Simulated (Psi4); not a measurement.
# FNO-MP3/cc-pVDZ-F12 (occ tolerance 3e-05) run of HS− (hydrosulfide)

What is the energy change on altering one bond length of HS− (hydrosulfide) at FNO-MP3/cc-pVDZ-F12 (occ tolerance 3e-05)? The job is set up through a Python script.

Program for the calculation: Psi4 1.11.

2 further runs of the same task are left out: 1 that didn't finish, 1 set aside as unsound or not needed.

### 1 The molecule

The species is HS− (2 atoms), meant as a singlet with charge -1. As SMILES, `[SH-]`. Geometry: relaxed at PBE0-D4/def2-TZVPD (4 decimals).

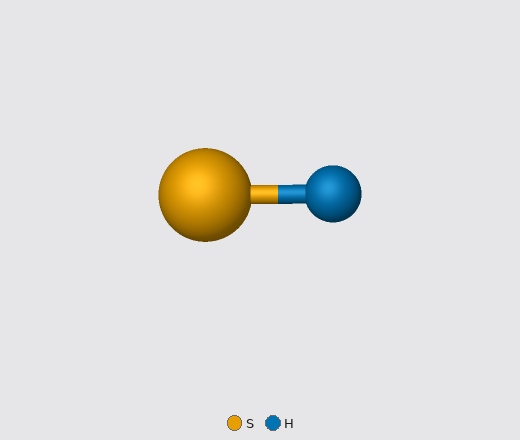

The structure, seen from a chosen angle (sulfur amber, hydrogen blue).

### 2 The energy at FNO-MP3/cc-pVDZ-F12 (occ tolerance 3e-05)

Input file hs.sdf:

```

     RDKit          3D

  2  1  0  0  0  0  0  0  0  0999 V2000
    0.5747   -0.1879    0.2955 S   0  0  0  0  0  0  0  0  0  0  0  0
   -0.5747    0.1879   -0.2955 H   0  0  0  0  0  0  0  0  0  0  0  0
  2  1  1  0
M  CHG  1   1  -1
M  END
$$$$
```

Input file job.py:

```python
import psi4
from rdkit import Chem

psi4.set_memory(1600000000)
psi4.set_num_threads(1)
psi4.set_output_file('output.dat', False)

rd = Chem.SDMolSupplier('hs.sdf', removeHs=False, sanitize=False)[0]
xyz = rd.GetConformer().GetPositions()
atoms = '\n'.join(f'{a.GetSymbol()} {x:.4f} {y:.4f} {z:.4f}' for a, (x, y, z) in zip(rd.GetAtoms(), xyz))
m = psi4.geometry('-1 1\n' + atoms + '\nsymmetry c1')

options = {'reference': 'rhf', 'scf_type': 'pk', 'freeze_core': True, 'occ_tolerance': 3e-05, 'mp_type': 'conv'}
psi4.set_options(options)

e = psi4.energy('fno-mp3/cc-pVDZ-F12', molecule=m)
print(f'fno-mp3/cc-pVDZ-F12 energy: {e:.10f} Eh')
for k, v in sorted(psi4.core.scalar_variables().items()):
    print(f'{k:45s} {v:18.10f}')
```

Command:

```bash
$ python job.py
```

output.dat:

```text
[...]
  Running in c1 symmetry.
[...]
  Nuclear repulsion =    6.290522543643841
[...]
  Multiplicity = 1
[...]
  Nalpha       = 9
  Nbeta        = 9
[...]
    Number of basis functions: 48
[...]
   @RHF iter   1:  -398.06026407845036   -4.09631e-01   7.59774e-03 DIIS/ADIIS
[...]
   @RHF iter  10:  -398.14494003409811   -4.49063e-12   6.60335e-09 DIIS
[...]
    Orbital Energies [Eh]
    ---------------------
    Doubly Occupied:
       1A    -91.664534     2A     -8.665447     3A     -6.347593
       4A     -6.345179     5A     -6.345179     6A     -0.644923
       7A     -0.254867     8A     -0.094564     9A     -0.094564
[...]
  @RHF Final Energy:  -398.14494003409811
   => Energetics <=
    Nuclear Repulsion Energy =              6.2905225436438412
    One-Electron Energy =                -567.9572209915304484
    Two-Electron Energy =                 163.5217584137884614
    Total Energy =                       -398.1449400340981128
[...]
 Multipole Moments:
 ------------------------------------------------------------------------------------
     Multipole            Electronic (a.u.)      Nuclear  (a.u.)        Total (a.u.)
 ------------------------------------------------------------------------------------
 L = 1.  Multiply by 2.5417464519 to convert [e a0] to [Debye]
 Dipole X            :         -0.0000000            0.0000000           -0.0000000
 Dipole Y            :         -0.0000000           -0.0000000           -0.0000000
 Dipole Z            :          1.0013473           -1.2221584           -0.2208111
 Magnitude           :                                                    0.2208111
[...]
      * MP2 total energy:                   -398.313485804181
[...]
      * MP2 total energy:                   -398.313485804181
[...]
      * MP3 total energy:                   -398.330698398413
[...]
```

On the terminal:

```text
fno-mp3/cc-pVDZ-F12 energy: -398.3306983984 Eh
CURRENT CORRELATION ENERGY                         -0.1857583643
CURRENT ENERGY                                   -398.3306983984
CURRENT REFERENCE ENERGY                         -398.1449400341
DD SOLVATION ENERGY                                 0.0000000000
HF KINETIC ENERGY                                 398.1331617841
HF POTENTIAL ENERGY                              -796.2781018182
HF TOTAL ENERGY                                  -398.1449400341
HF VIRIAL RATIO                                     2.0000295837
MP2 CORRELATION ENERGY                             -0.1685457701
MP2 DOUBLES ENERGY                                 -0.1685457701
MP2 OPPOSITE-SPIN CORRELATION ENERGY               -0.1278970663
MP2 SAME-SPIN CORRELATION ENERGY                   -0.0406487038
MP2 SINGLES ENERGY                                  0.0000000000
MP2 TOTAL ENERGY                                 -398.3134858042
MP2.5 CORRELATION ENERGY                           -0.1771520672
MP2.5 DOUBLES ENERGY                               -0.1771520672
MP2.5 OPPOSITE-SPIN CORRELATION ENERGY             -0.1364651880
MP2.5 SAME-SPIN CORRELATION ENERGY                 -0.0406868792
MP2.5 SINGLES ENERGY                                0.0000000000
MP2.5 TOTAL ENERGY                               -398.3220921013
MP3 CORRELATION ENERGY                             -0.1857583643
MP3 DOUBLES ENERGY                                 -0.1857583643
MP3 OPPOSITE-SPIN CORRELATION ENERGY               -0.1450333096
MP3 SAME-SPIN CORRELATION ENERGY                   -0.0407250547
MP3 SINGLES ENERGY                                  0.0000000000
MP3 TOTAL ENERGY                                 -398.3306983984
NUCLEAR REPULSION ENERGY                            6.2905225436
ONE-ELECTRON ENERGY                              -567.9572209915
PCM POLARIZATION ENERGY                             0.0000000000
PE ENERGY                                           0.0000000000
SCF ITERATION ENERGY                             -398.1449400341
SCF ITERATIONS                                     10.0000000000
SCF TOTAL ENERGY                                 -398.1449400341
TWO-ELECTRON ENERGY                               163.5217584138
```

Run time: 3.6 s. Hardware: 1 thread of Intel Xeon at 2.60GHz (Ice Lake), shared host; peak memory 0.41 GiB.

### 3 The distorted shape, same level

Input file hs.xyz:

```xyz
2
HS
S      0.689671    -0.225490     0.354616
H     -0.574700     0.187900    -0.295500
```

Input file job.py:

```python
import psi4

psi4.set_memory(1600000000)
psi4.set_num_threads(1)
psi4.set_output_file('run.log', False)

with open('hs.xyz') as f:
    atoms = ''.join(f.readlines()[2:])
mol = psi4.geometry('-1 1\n' + atoms + 'symmetry c1')

psi4.set_options({
    'reference': 'rhf',
    'scf_type': 'pk',
    'freeze_core': True,
    'occ_tolerance': 3e-05,
    'mp_type': 'conv',
})

E, wfn = psi4.energy("fno-mp3/cc-pVDZ-F12", return_wfn=True)
print('E =', round(E, 9))
for k, v in sorted(psi4.core.scalar_variables().items()):
    print(f'{k:45s} {v:18.10f}')
```

Command:

```bash
$ python job.py
```

run.log:

```text
[...]
  Running in c1 symmetry.
[...]
  Nuclear repulsion =    5.718516690917577
[...]
  Multiplicity = 1
[...]
  Nalpha       = 9
  Nbeta        = 9
[...]
    Number of basis functions: 48
[...]
   @RHF iter   1:  -398.04466318693767   -4.67074e-01   7.76289e-03 DIIS/ADIIS
[...]
   @RHF iter  10:  -398.13630697859395   -8.07177e-12   9.58010e-09 DIIS
[...]
    Orbital Energies [Eh]
    ---------------------
    Doubly Occupied:
       1A    -91.676333     2A     -8.674809     3A     -6.356615
       4A     -6.354403     5A     -6.354403     6A     -0.627183
       7A     -0.239154     8A     -0.096636     9A     -0.096636
[...]
  @RHF Final Energy:  -398.13630697859395
   => Energetics <=
    Nuclear Repulsion Energy =              5.7185166909175766
    One-Electron Energy =                -566.7573025241435971
    Two-Electron Energy =                 162.9024788546321076
    Total Energy =                       -398.1363069785938933
[...]
 Multipole Moments:
 ------------------------------------------------------------------------------------
     Multipole            Electronic (a.u.)      Nuclear  (a.u.)        Total (a.u.)
 ------------------------------------------------------------------------------------
 L = 1.  Multiply by 2.5417464519 to convert [e a0] to [Debye]
 Dipole X            :          0.0000000           -0.0000000            0.0000000
 Dipole Y            :         -0.0000000            0.0000000           -0.0000000
 Dipole Z            :          1.2202953           -1.3444072           -0.1241118
 Magnitude           :                                                    0.1241118
[...]
      * MP2 total energy:                   -398.305823786067
[...]
      * MP2 total energy:                   -398.305823786067
[...]
      * MP3 total energy:                   -398.323275466195
[...]
```

The script printed:

```text
E = -398.323275466
CURRENT CORRELATION ENERGY                         -0.1869684876
CURRENT ENERGY                                   -398.3232754662
CURRENT REFERENCE ENERGY                         -398.1363069786
DD SOLVATION ENERGY                                 0.0000000000
HF KINETIC ENERGY                                 397.9878031619
HF POTENTIAL ENERGY                              -796.1241101405
HF TOTAL ENERGY                                  -398.1363069786
HF VIRIAL RATIO                                     2.0003731366
MP2 CORRELATION ENERGY                             -0.1695168075
MP2 DOUBLES ENERGY                                 -0.1695168075
MP2 OPPOSITE-SPIN CORRELATION ENERGY               -0.1290183631
MP2 SAME-SPIN CORRELATION ENERGY                   -0.0404984443
MP2 SINGLES ENERGY                                  0.0000000000
MP2 TOTAL ENERGY                                 -398.3058237861
MP2.5 CORRELATION ENERGY                           -0.1782426475
MP2.5 DOUBLES ENERGY                               -0.1782426475
MP2.5 OPPOSITE-SPIN CORRELATION ENERGY             -0.1377866317
MP2.5 SAME-SPIN CORRELATION ENERGY                 -0.0404560158
MP2.5 SINGLES ENERGY                                0.0000000000
MP2.5 TOTAL ENERGY                               -398.3145496261
MP3 CORRELATION ENERGY                             -0.1869684876
MP3 DOUBLES ENERGY                                 -0.1869684876
MP3 OPPOSITE-SPIN CORRELATION ENERGY               -0.1465549003
MP3 SAME-SPIN CORRELATION ENERGY                   -0.0404135873
MP3 SINGLES ENERGY                                  0.0000000000
MP3 TOTAL ENERGY                                 -398.3232754662
NUCLEAR REPULSION ENERGY                            5.7185166909
ONE-ELECTRON ENERGY                              -566.7573025241
PCM POLARIZATION ENERGY                             0.0000000000
PE ENERGY                                           0.0000000000
SCF ITERATION ENERGY                             -398.1363069786
SCF ITERATIONS                                     10.0000000000
SCF TOTAL ENERGY                                 -398.1363069786
TWO-ELECTRON ENERGY                               162.9024788546
```

Wall time 3.6 s (1 thread of Intel Xeon at 2.60GHz (Ice Lake), shared host); peak memory 0.38 GiB.

### 4 Summary of results

Level: FNO-MP3/cc-pVDZ-F12 (occ tolerance 3e-05), 5 core orbitals frozen.

```
                                                              quantity          value
                                             first shape: total energy  -398.33070 Eh
                      first shape: HOMO energy (Hartree–Fock orbitals)       -2.57 eV
                      first shape: LUMO energy (Hartree–Fock orbitals)        8.47 eV
    first shape: HOMO–LUMO gap (to an unbound level, set by the basis)       11.04 eV
              first shape: correlation energy (5 core orbitals frozen)     -185.8 mEh
                                         distorted shape: total energy  -398.32328 Eh
                  distorted shape: HOMO energy (Hartree–Fock orbitals)       -2.63 eV
                  distorted shape: LUMO energy (Hartree–Fock orbitals)        7.93 eV
distorted shape: HOMO–LUMO gap (to an unbound level, set by the basis)       10.56 eV
          distorted shape: correlation energy (5 core orbitals frozen)     -187.0 mEh
     energy change with the S1–H2 bond stretched from 1.346 to 1.481 Å       0.202 eV
```

What this shows: With the S1–H2 bond stretched from 1.346 to 1.481 Å the energy rises by 0.20 eV (4.7 kcal/mol). The first shape isn't relaxed at this level, so the change isn't measured from a minimum.
